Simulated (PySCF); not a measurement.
**EPR calculation, with input and output: C$_{6}$H$_{10}$NSi**

C$_{6}$H$_{10}$NSi, multiplicity 2, computed with UKS B3LYP, pcH-1 on C H N Si, non-relativistic, mean-field spin-orbit, GIAO (PySCF 2.14.0).

It belongs to a series of runs on one base structure; here: H removed from Si.

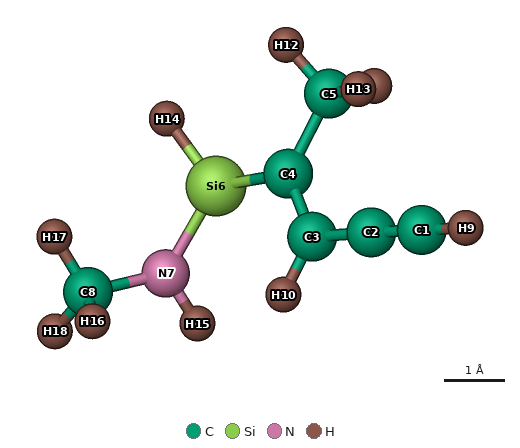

The structure as given in the input (ball-and-stick view, seen at a tilt; atoms are numbered from 1 in the order of the input). Bond lengths as drawn: C–C 1.21 to 1.51 Å, C–H 1.05 to 1.10 Å, C–N 1.45 Å, C–Si 1.83 Å, H–N 1.01 Å, H–Si 1.45 Å and N–Si 1.72 Å.

## Key numbers

| quantity | value |
| --- | --- |
| outcome | converged |
| total energy | −578.823590 hartree |
| ⟨S²⟩ | 0.769 |
| isotropic g | 2.0027 |
| hardware | 1 CPU thread, shared host |
| wall time | 2.3 min |
| peak memory | 1.1 GiB |

## Input
```
{"job": {"kind": "epr", "basis": "pcH-1"}, "charge": 0, "multiplicity": 2}
C     -3.289415     1.704493     1.277868
C     -2.248533     1.308377     0.814523
C     -1.028736     0.874774     0.294296
C     -0.764596    -0.409291    -0.099360
C     -1.849757    -1.451615    -0.037009
Si     0.817091    -0.871070    -0.899012
N      2.146351     0.195572    -1.091641
C      3.214245     0.309287    -0.121888
H     -4.194996     2.048805     1.678976
H     -0.252404     1.629173     0.240210
H     -2.311019    -1.584866    -1.015895
H     -1.448021    -2.414461     0.273809
H     -2.624189    -1.147236     0.663498
H      1.313560    -2.232224    -0.788530
H      2.011786     1.057993    -1.597269
H      2.990112     1.038548     0.664745
H      3.369711    -0.659102     0.348351
H      4.140050     0.609160    -0.617328
```

The first line tells a small driver script what to run in PySCF; the rest is the geometry in Å.

Run as:
```bash
OMP_NUM_THREADS=1 python <driver script> task.json out
```

## What the program printed
```
UKS, coarse grid
  cycle   1  E = -578.71178058  |g| = 4.50e-01
  cycle   2  E = -578.58531005  |g| = 6.44e-01
  cycle   3  E = -578.81754639  |g| = 8.92e-02
  cycle   4  E = -578.82060052  |g| = 7.10e-02
  cycle   5  E = -578.82318279  |g| = 2.27e-02
  cycle   6  E = -578.82349330  |g| = 1.06e-02
  cycle   7  E = -578.82357021  |g| = 5.31e-03
  cycle   8  E = -578.82359836  |g| = 2.38e-03
  cycle   9  E = -578.82360436  |g| = 1.00e-03
  cycle  10  E = -578.82360521  |g| = 4.33e-04
UKS, final grid
  cycle   1  E = -578.82358923  |g| = 4.86e-04
  cycle   2  E = -578.82358924  |g| = 7.63e-04
  cycle   3  E = -578.82358952  |g| = 1.35e-04
  cycle   4  E = -578.82358957  |g| = 1.54e-04
  cycle   5  E = -578.82358961  |g| = 6.97e-05
  cycle   6  E = -578.82358962  |g| = 2.06e-05
E = -578.82358962 Eh   <S^2> = 0.7693 (exact 0.7500)
g shifts (ppm)      1          2          3
  rmc          -142       -142       -142
  gc              5         46         39
  oz_so          -8        175       1210
  total        -145         79       1107
hyperfine (MHz)  atom isotope    a_iso     a_fc   dipolar eigenvalues
    0   13C      14.61      14.62    -14.42    -10.69     25.11
    1   13C     -22.65     -22.66     -8.52      0.07      8.46
    2   13C      26.49      26.53    -22.68    -21.85     44.53
    3   13C       5.11       5.11    -22.15      7.62     14.53
    4   13C       2.95       2.95     -0.43     -0.03      0.45
    5  29Si    -281.25    -282.21   -146.07     71.80     74.28
    6   14N      13.66      13.65     -1.99     -1.70      3.70
    7   13C      36.09      36.10     -2.28     -1.93      4.21
    8    1H     -13.69     -13.69     -6.59     -0.52      7.11
    9    1H     -17.64     -17.64     -7.57     -1.50      9.07
   10    1H     -11.53     -11.53     -1.93     -1.08      3.01
   11    1H      -4.74      -4.75     -1.53     -1.32      2.85
   12    1H      -5.28      -5.28     -1.22     -0.09      1.31
   13    1H     -20.41     -20.42     -9.46      0.90      8.56
   14    1H       4.14       4.13     -4.65     -1.56      6.21
   15    1H       5.12       5.12     -1.87     -0.70      2.57
   16    1H       2.23       2.23     -2.83     -0.73      3.56
   17    1H      -0.41      -0.41     -1.77     -1.14      2.91
```

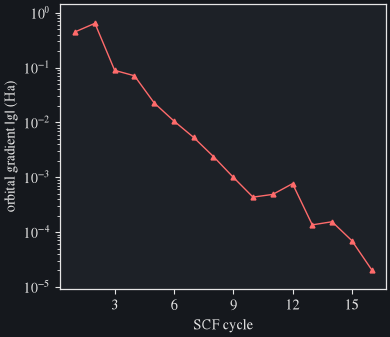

Convergence of the self-consistent field: orbital gradient |g| against the SCF cycle. All cycles printed in the log are drawn one after another.

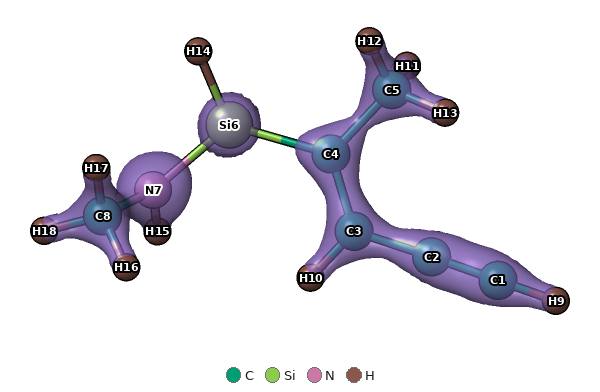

Isosurface of the total electron density at 1.5 e/Å³ (purple), seen face on. At this value the surface falls into four separate pieces. It is pinched off along the Si–N (1.72 Å) and C–Si (1.83 Å) contacts. On the grid the lowest density along these lines, outside the cores, is 2.7 e/Å³ (C–C, 1.21 Å), 1.8 e/Å³ (C–N, 1.45 Å), 0.94 e/Å³ (Si–N, 1.72 Å) and 0.86 e/Å³ (C–Si, 1.83 Å).

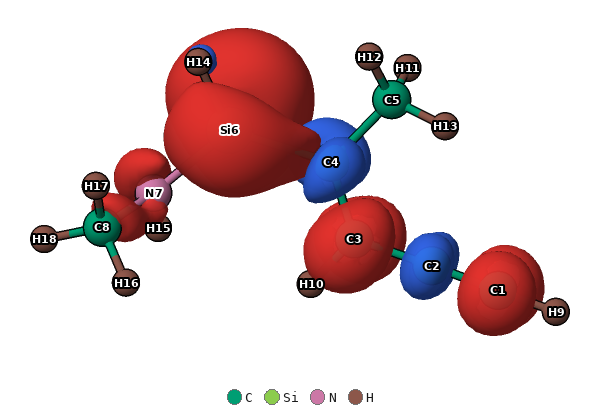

Isosurfaces of the spin density at +0.015 (red) and −0.015 e/Å³ (blue), seen face on. The unpaired spin (1 electron) lies mostly on Si6 (about 0.6), C3 (about 0.2) and C1 (about 0.1), in electrons by Hirshfeld's partition.

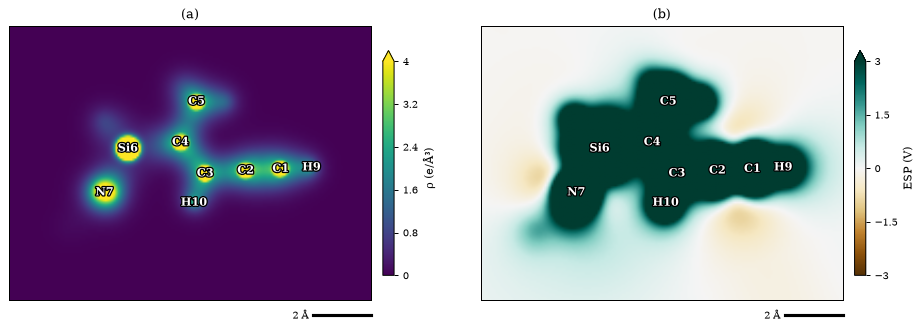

(a) total electron density; (b) electrostatic potential on the plane of atoms C2, C3 and C4. C–C (1.21 Å): ρ is about 2.7 e/Å³ halfway. Si–N (1.72 Å): ρ at the midpoint is about 1.1 e/Å³. C–Si (1.83 Å): ρ is about 1 e/Å³ halfway. C–C (1.37 Å): ρ at the midpoint is about 2.1 e/Å³. C–H (1.05 Å): ρ is about 2.1 e/Å³ halfway.
